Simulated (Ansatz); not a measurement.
What a tighter setting buys: basis.ecutwfc, RbVF3 (Pm-3m, 5 atoms in the cell)

```
RbVF3
1.0
    4.18200     0.00000     0.00000
    0.00000     4.18200     0.00000
    0.00000     0.00000     4.18200
Rb F V
1 3 1
Direct
  0.00000   0.00000   0.00000
  0.50000   0.50000   0.00000
  0.00000   0.50000   0.50000
  0.50000   0.00000   0.50000
  0.50000   0.50000   0.50000
```
Moments meant for the start (each program seeds them in its own way; μB, in the order of the atoms Rb F F F V): 0.0 0.0 0.0 0.0 2.0.

Computed with LDA (PW92), harder PAW files (source: ansatz) made with PBE (plane waves; Ansatz, an electronic-structure program).

Base settings: basis.ecutwfc = 1050 eV; kpoints.mp_grid.grid = 4 4 4; hamiltonian.xc = lda; hamiltonian.pseudopotentials = {kind: paw, source: ansatz}; magnetization.spin_polarized = true; scf.occupations.method = gaussian; scf.occupations.width = 0.05 eV.

Misses are taken against the tightest run, 2100 eV, which need not be fully converged itself. The energy is the free energy per atom.

The count of work is k-points × plane waves × bands × iterations; it is no time, and leaves out set-up, grids and terms that scale otherwise. 

Ansatz's pressure holds its estimate of the finite-basis (Pulay) stress, which hides part of the cutoff error; the uncorrected pressure shows it.

The starting cell comes from a database of published, mostly measured structures (it also holds non-ambient and calculated ones), without a prior relaxation at this level. With one magnetic atom in the cell only a parallel order is possible. In the base run, with a pressure of about -6 GPa the cell is away from its equilibrium volume at this level. Ansatz's pressure includes its estimate of the finite-basis (Pulay) stress.

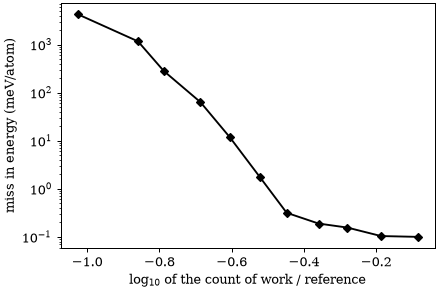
*Miss against the count of work; the reference run is not drawn, and misses under 0.1 meV/atom are drawn there.*

| basis.ecutwfc | energy less reference (meV/atom) | pressure less reference (GPa) | uncorrected pressure less reference (GPa) | count of work / reference |
|---|---|---|---|---|
| 420 eV | 4284.35 | -2.76 | -161.85 | 0.094 |
| 525 eV | 1163.01 | 0.19 | -57.47 | 0.14 |
| 630 eV | 282.52 | 0.07 | -17.85 | 0.16 |
| 735 eV | 63.34 | -0.03 | -5.11 | 0.21 |
| 840 eV | 11.92 | -0.01 | -1.24 | 0.25 |
| 945 eV | 1.75 | 0.00 | -0.23 | 0.30 |
| 1050 eV | 0.32 | 0.00 | -0.02 | 0.36 |
| 1210 eV | 0.19 | 0.00 | 0.00 | 0.44 |
| 1365 eV | 0.16 | 0.00 | 0.00 | 0.53 |
| 1575 eV | 0.10 | 0.00 | 0.00 | 0.65 |
| 1840 eV | 0.02 | 0.00 | 0.00 | 0.82 |
| 2100 eV | 0.00 | 0.00 | 0.00 | 1.0 |

Coarsest setting among those run that, with all tighter ones, holds the energy within 2 meV/atom of the reference: 945 eV, off by 1.8 meV/atom; it needs 0.30 of the reference's count of work.

Coarsest setting among those run that, with all tighter ones, holds the energy within 1 meV/atom of the reference: 1050 eV, off by 0.32 meV/atom; it needs 0.36 of the reference's count of work.

The step from 525 eV to 1365 eV: it takes the miss in the energy from 1200 to 0.16 meV/atom, for 3.8 times the count of work.

Keys are those of Ansatz 0.2.
